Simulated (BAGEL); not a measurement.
**AlBNH4F (SMILES [NH2][AlH][BH]F): RI-MP2/def2-SVPD (density fitting with qzvpp-jkfit)**

Aim: the energy change on altering one bond length of AlBNH4F at RI-MP2/def2-SVPD (density fitting with qzvpp-jkfit), from 2 runs. 

Program for the calculation: BAGEL 1.2.2.

4 further runs of the same task are left out: 4 set aside as unsound or not needed. Runs told in other sessions of the task aren't counted.

## 1. The molecule

The species is AlBNH4F (8 atoms), meant as a singlet with charge 0. SMILES: `[NH2][AlH][BH]F`. The shape is that of a PBE0-D4/def2-TZVP optimisation. This is one conformer, not always the lowest.

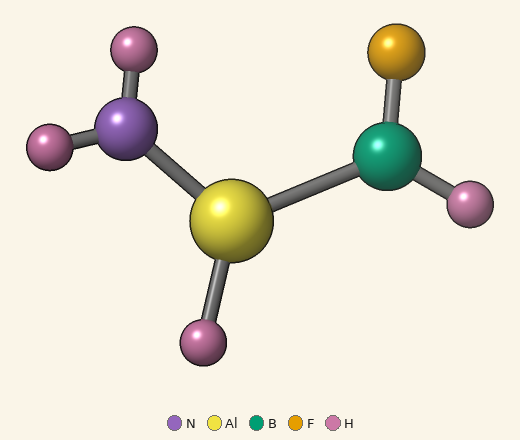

Viewed from a chosen angle; nitrogen purple, aluminium yellow, boron teal, fluorine amber, hydrogen pink.

## 2. The energy at RI-MP2/def2-SVPD (density fitting with qzvpp-jkfit)

input.json reads:

```json
{ "bagel": [

{
  "title": "molecule",
  "basis": "def2-svpd.json",
  "df_basis": "qzvpp-jkfit",
  "angstrom": true,
  "geometry": [
    { "atom": "N", "xyz": [   -1.034900,    1.238000,    0.178100 ] },
    { "atom": "Al", "xyz": [    0.358400,    0.247200,    0.637000 ] },
    { "atom": "B", "xyz": [    0.824000,   -1.438600,   -0.645900 ] },
    { "atom": "F", "xyz": [    0.022100,   -1.693000,   -1.675500 ] },
    { "atom": "H", "xyz": [   -1.365500,    2.050100,    0.674400 ] },
    { "atom": "H", "xyz": [   -1.614500,    1.063500,   -0.627700 ] },
    { "atom": "H", "xyz": [    1.149400,    0.679500,    1.946200 ] },
    { "atom": "H", "xyz": [    1.753200,   -2.203800,   -0.542400 ] }
  ]
},
{
  "title": "hf"
},
{
  "title": "mp2",
  "ncore": 8
}

]}
```

The basis set def2-SVPD is read from a file made from the Basis Set Exchange's data (not shown).

Started as:

```console
$ BAGEL_NUM_THREADS=1 BAGEL input.json > input.out
```

Output:

```text
* using 1 threads per process

  ===============================================================
  ===============================================================

  *** Geometry ***

  { "atom" : "N", "xyz" : [     -1.955678,      2.339481,      0.336560 ] },
  { "atom" : "Al", "xyz" : [      0.677278,      0.467140,      1.203756 ] },
  { "atom" : "B", "xyz" : [      1.557134,     -2.718560,     -1.220574 ] },
  { "atom" : "F", "xyz" : [      0.041763,     -3.199306,     -3.166236 ] },
  { "atom" : "H", "xyz" : [     -2.580421,      3.874128,      1.274431 ] },
  { "atom" : "H", "xyz" : [     -3.050963,      2.009724,     -1.186181 ] },
  { "atom" : "H", "xyz" : [      2.172051,      1.284069,      3.677785 ] },
  { "atom" : "H", "xyz" : [      3.313068,     -4.164578,     -1.024987 ] },

  Number of auxiliary basis functions:      429

  Since a DF basis is specified, we compute 2- and 3-index integrals:
    o Being stored without compression. Storage requirement is 0.049 GB

  Number of basis functions:      119
  Number of electrons      :       38

    * METHOD: MOLECULE                             0.17

  *** RHF ***

  === Nuclear Repulsion ===
   128.7017804164

      * DIIS with orbital gradients will be used.

  === RHF iteration (def2-svpd.json) ===
      0       -422.31286755          0.02179023           0.06
      1       -422.51721557          0.01660663           0.07
      2       -422.67018151          0.00153681           0.07
      3       -422.67246975          0.00039867           0.07
      4       -422.67257945          0.00013758           0.07
      5       -422.67259573          0.00003352           0.07
      6       -422.67259707          0.00001092           0.07
      7       -422.67259724          0.00000296           0.07
      8       -422.67259725          0.00000161           0.07
      9       -422.67259725          0.00000046           0.07
     10       -422.67259725          0.00000018           0.07
     11       -422.67259725          0.00000007           0.07
     12       -422.67259725          0.00000002           0.06
     13       -422.67259725          0.00000001           0.07
    * SCF iteration converged.

    * Permanent dipole moment:
           (    0.083016,    -0.247740,    -0.146408) a.u.

    * METHOD: HF                                   1.09

  *** RHF ***

  === Nuclear Repulsion ===
   128.7017804164

      * DIIS with orbital gradients will be used.

  === RHF iteration (def2-svpd.json) ===
      0       -422.67259725          0.00000001           0.07
    * SCF iteration converged.

    * Permanent dipole moment:
           (    0.083016,    -0.247740,    -0.146408) a.u.

  === DF-MP2 calculation ===

    * freezing 8 orbitals
    * 3-index integral transformation done
    * assembly done

      MP2 correlation energy:   -0.5248733275      0.06

      MP2 total energy:       -423.1974705783

    * METHOD: MP2                                  0.20

  ===============================================================
```

Wall time 1.6 s (1 thread of Arm Neoverse V2, shared host); peak memory 0.14 GiB.

## 3. The distorted shape, same level

job.json reads:

```json
{ "bagel" : [

{
  "title" : "molecule",
  "basis" : "def2-svpd.json",
  "df_basis" : "qzvpp-jkfit",
  "angstrom" : "true",
  "geometry" : [
    { "atom" : "N", "xyz" : [   -1.778266,    1.850165,    0.095299 ] },
    { "atom" : "Al", "xyz" : [   -0.384966,    0.859365,    0.554199 ] },
    { "atom" : "B", "xyz" : [    0.080634,   -0.826435,   -0.728701 ] },
    { "atom" : "F", "xyz" : [   -0.721266,   -1.080835,   -1.758301 ] },
    { "atom" : "H", "xyz" : [   -2.108866,    2.662265,    0.591599 ] },
    { "atom" : "H", "xyz" : [   -2.357866,    1.675665,   -0.710501 ] },
    { "atom" : "H", "xyz" : [    0.406034,    1.291665,    1.863399 ] },
    { "atom" : "H", "xyz" : [    1.753200,   -2.203800,   -0.542400 ] }
  ]
},
{
  "title" : "hf"
},
{
  "title" : "mp2",
  "ncore" : 8
}

]}
```

The basis set def2-SVPD is read from a file made from the Basis Set Exchange's data (not shown).

Started as:

```console
$ BAGEL_NUM_THREADS=1 BAGEL job.json > job.out
```

Output:

```text
* using 1 threads per process

  ===============================================================
  ===============================================================

  *** Geometry ***

  { "atom" : "N", "xyz" : [     -3.360436,      3.496305,      0.180089 ] },
  { "atom" : "Al", "xyz" : [     -0.727480,      1.623964,      1.047284 ] },
  { "atom" : "B", "xyz" : [      0.152376,     -1.561736,     -1.377045 ] },
  { "atom" : "F", "xyz" : [     -1.362995,     -2.042482,     -3.322707 ] },
  { "atom" : "H", "xyz" : [     -3.985179,      5.030952,      1.117960 ] },
  { "atom" : "H", "xyz" : [     -4.455721,      3.166548,     -1.342652 ] },
  { "atom" : "H", "xyz" : [      0.767293,      2.440893,      3.521314 ] },
  { "atom" : "H", "xyz" : [      3.313068,     -4.164578,     -1.024987 ] },

  Number of auxiliary basis functions:      429

  Since a DF basis is specified, we compute 2- and 3-index integrals:
    o Being stored without compression. Storage requirement is 0.049 GB

  Number of basis functions:      119
  Number of electrons      :       38

    * METHOD: MOLECULE                             0.17

  *** RHF ***

  === Nuclear Repulsion ===
   126.4171400366

      * DIIS with orbital gradients will be used.

  === RHF iteration (def2-svpd.json) ===
      0       -422.18498190          0.02153396           0.06
      1       -422.38453376          0.01702682           0.07
      2       -422.54993566          0.00170487           0.07
      3       -422.55338777          0.00058439           0.07
      4       -422.55367079          0.00019147           0.07
      5       -422.55371743          0.00004118           0.07
      6       -422.55372049          0.00001217           0.07
      7       -422.55372073          0.00000339           0.07
      8       -422.55372074          0.00000177           0.07
      9       -422.55372074          0.00000054           0.07
     10       -422.55372074          0.00000027           0.07
     11       -422.55372074          0.00000011           0.07
     12       -422.55372074          0.00000004           0.07
     13       -422.55372074          0.00000001           0.07
     14       -422.55372074          0.00000001           0.07
    * SCF iteration converged.

    * Permanent dipole moment:
           (    0.970321,    -1.089835,    -0.159625) a.u.

    * METHOD: HF                                   1.16

  *** RHF ***

  === Nuclear Repulsion ===
   126.4171400366

      * DIIS with orbital gradients will be used.

  === RHF iteration (def2-svpd.json) ===
      0       -422.55372074          0.00000000           0.06
    * SCF iteration converged.

    * Permanent dipole moment:
           (    0.970321,    -1.089835,    -0.159625) a.u.

  === DF-MP2 calculation ===

    * freezing 8 orbitals
    * 3-index integral transformation done
    * assembly done

      MP2 correlation energy:   -0.5335011535      0.06

      MP2 total energy:       -423.0872218983

    * METHOD: MP2                                  0.20

  ===============================================================
```

It took 1.7 s on 1 thread of Arm Neoverse V2, shared host; peak memory 0.14 GiB.

## 4. Results

Level: RI-MP2/def2-SVPD (density fitting with qzvpp-jkfit), 8 core orbitals frozen.

```
                                                         quantity          value
                                        first shape: total energy  -423.19747 Eh
         first shape: correlation energy (8 core orbitals frozen)     -524.9 mEh
                                    distorted shape: total energy  -423.08722 Eh
     distorted shape: correlation energy (8 core orbitals frozen)     -533.5 mEh
energy change with the B3–H8 bond stretched from 1.208 to 2.175 Å       3.000 eV
```

**Reading.** With the B3–H8 bond stretched from 1.208 to 2.175 Å the energy rises by 3.00 eV (69 kcal/mol). The first shape isn't relaxed at this level, so the change isn't measured from a minimum. A restricted reference can't describe the breaking bond well at this length.
